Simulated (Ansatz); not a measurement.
## SrCoO3: O → Te

Base system: SrCoO3 in the cubic perovskite structure (space group Pm-3m, No. 221; a = 3.769 Å; ferromagnetic).

One thing is altered: Te takes the place of O on all its sites; the structure is relaxed again.

Calculations: PBEsol in Ansatz (plane waves to 420 eV, PAW, scalar-relativistic without spin-orbit coupling). Γ-centred 9×9×9 mesh, Fermi–Dirac width 0.05 eV, for the changed cell.

| quantity | base | changed | shift |
|---|---|---|---|
| density | 6.03 g/cm³ | 6.57 g/cm³ | +0.54 g/cm³ |
| lattice parameter a | 3.769 Å | 5.114 Å | +1.345 Å |
| space group | Pm-3m (No. 221) | Pm-3m (No. 221) | – |
| shortest interatomic distance | 1.885 Å | 2.557 Å | +0.672 Å |
| band gap | zero | zero | – |
| magnetic state | ferromagnetic | ferromagnetic | – |
| largest site moment | 1.69 μB | 0.61 μB | -1.071 μB |

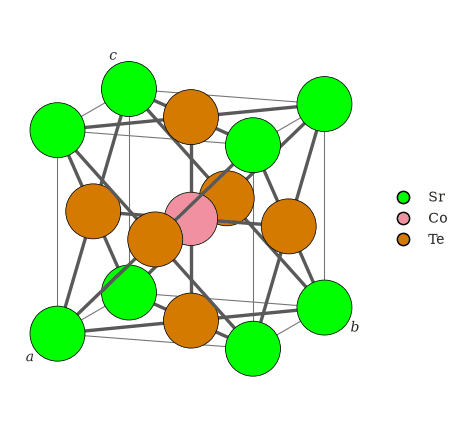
Figure: The relaxed conventional cell after the change

Stability against distortions was not tested. As relaxed here, SrCoTe3 is a hypothetical phase, not in the database extracts checked. Seeded moments were not kept for O → Te. No Hubbard U is applied and the magnetic state is the run's own (SrCoO3 ferromagnetic); other magnetic orders, which need larger cells, were not tried and can change the gap. Many cubic perovskites are stable only at high temperature; tilts and polar distortions were not tested.

Ansatz is an electronic-structure program.
